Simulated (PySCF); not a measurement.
C4H7N3OSi

The calculation's input:

```
{"job": {"kind": "nmr", "xc": "PBE0", "basis": "pcSseg-1"}, "charge": 0, "multiplicity": 1}
N      3.459252     1.065670    -0.572270
C      2.516103     0.710895    -0.029033
Si     1.011075     0.043429     0.859674
N      0.509984    -1.528915     0.385477
C     -0.557188    -1.538898    -0.598427
C     -1.356590    -0.251080    -0.377680
N     -0.425667     0.727831     0.127683
C     -0.630321     2.047340     0.160392
O      0.156789     2.804123     0.677934
H      1.106346     0.205505     2.300001
H      1.080823    -2.355662     0.394255
H     -0.157983    -1.563279    -1.621033
H     -1.191089    -2.418492    -0.456137
H     -1.821424     0.095738    -1.303711
H     -2.143270    -0.420184     0.366600
H     -1.564439     2.384923    -0.325135
```

Run with:

```sh
OMP_NUM_THREADS=1 python probes_run.py task.json out
```

Geometry: GFN2-xTB.

These are results of PBE0/pcSseg-1, SCF density, gas phase, non-relativistic in PySCF 2.14.0, not measurements.

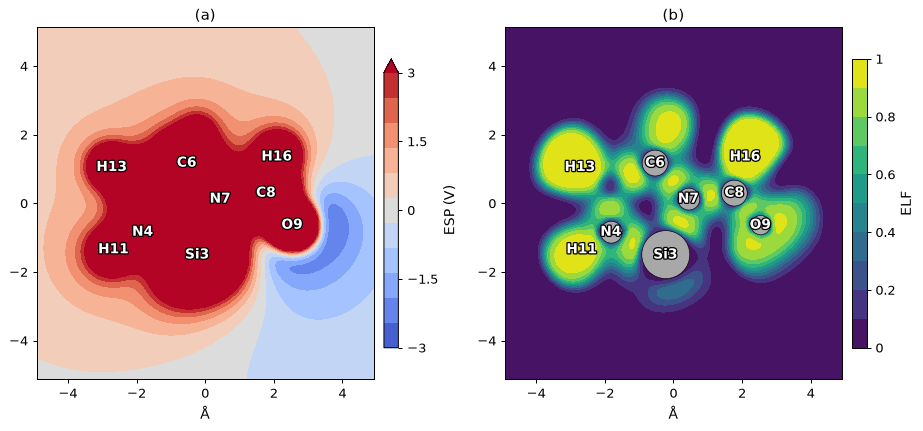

Figure 1. (a) electrostatic potential; (b) ELF on the plane of atoms O9, C8 and H16. Grey discs cover the atomic cores in the ELF map.

What do the fields say about this system?

Answer.
- The plane passes through Si, N, C, O and H nuclei.
- C–O (1.21 Å): the ELF peaks at about 0.85 between the atoms: a multiple bond.
- Si–N (1.72 Å): the ELF peaks at about 0.90 between the atoms, as expected for a polar covalent bond.
- N–H (1.00 Å): the ELF climbs to about 1 towards the hydrogen, as it does in any bond to H; an ordinary covalent bond to hydrogen.
- C–H (1.11 Å): the ELF climbs to about 1 towards the hydrogen: an ordinary covalent bond to hydrogen.
- The ELF also peaks beside O9, away from the bonds: lone-pair regions.
- Outside the dense part of the molecule the potential is most negative (−2.4 V) near O9.

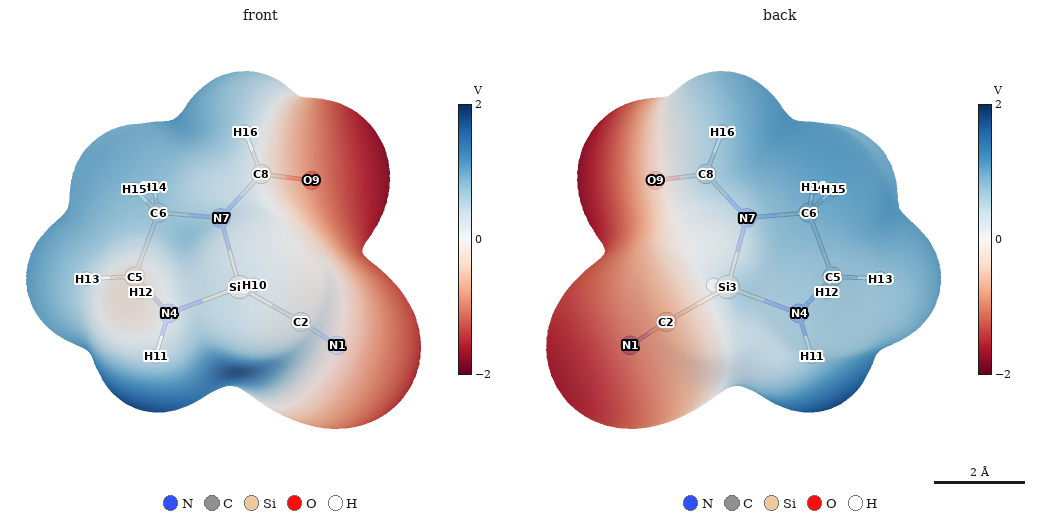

Figure 2. The electrostatic potential painted on the density surface at 0.001 e/bohr³, seen from the front and from behind; red is negative and blue positive.

Describe the electrostatic potential map.

Answer. The most negative region (about −1.8 V, or −42 kcal/mol for a unit charge) lies over O9, the most positive (about +1.8 V, or +42 kcal/mol for a unit charge) over Si3 and H11. O9 is the likeliest acceptor of a hydrogen bond.

What dipole moment does the calculation give?

Answer. Its dipole moment is 6.73 D.
